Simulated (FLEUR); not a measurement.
Band structure of CsCaH3 (Pm-3m, 5 atoms in the cell).

```
CsCaH3
1.0
    4.62119     0.00000     0.00000
    0.00000     4.62119     0.00000
    0.00000     0.00000     4.62119
Cs Ca H
1 1 3
Direct
  0.00000   0.00000   0.00000
  0.50000   0.50000   0.50000
  0.50000   0.00000   0.50000
  0.00000   0.50000   0.50000
  0.50000   0.50000   0.00000
```

Method: FLEUR with PBEsol, all-electron FLAPW (FLEUR), scalar-relativistic valence.

Settings: Kmax = 4.7 1/bohr; GmaxXC = 18.8 1/bohr; xcFunctional = PBEs; jspins = 1; l_soc = F; mode = hist; fermiSmearingEnergy = 0.00036749 Htr; mesh (inpgen div1-3) = 6 6 6; inpgen gamma flag = true; Gmax = 18.8 1/bohr; numbands = 0; maxIterBroyd = 99; imix = Anderson; alpha = 0.05.

The starting cell comes from a database of computed structures (which also holds hypothetical and non-ambient phases and stackings), without a prior relaxation at this level. Values depend on the basis (sphere radii, cutoffs, local orbitals), which need not be converged.

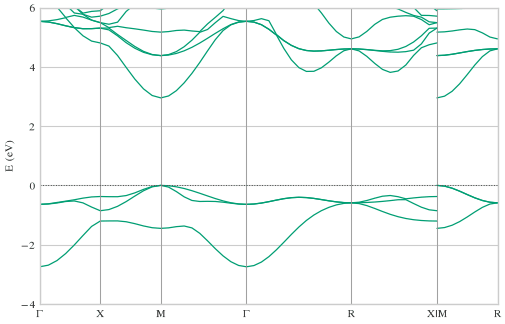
Figure: Bands along the path, energies from the Fermi level.

Levels in eV from the Fermi level, bands 8 to 15:
| point | 8 | 9 | 10 | 11 | 12 | 13 | 14 | 15 |
|---|---|---|---|---|---|---|---|---|
| Γ | -6.82 | -2.75 | -0.64 | -0.64 | 5.54 | 5.54 | 5.54 | 6.41 |
| X | -6.79 | -1.20 | -0.86 | -0.38 | 4.81 | 5.31 | 5.31 | 5.49 |
| M | -6.74 | -1.45 | 0.00 | 0.00 | 2.95 | 4.38 | 4.38 | 5.17 |
| R | -7.12 | -0.59 | -0.59 | -0.59 | 4.61 | 4.61 | 4.61 | 4.94 |
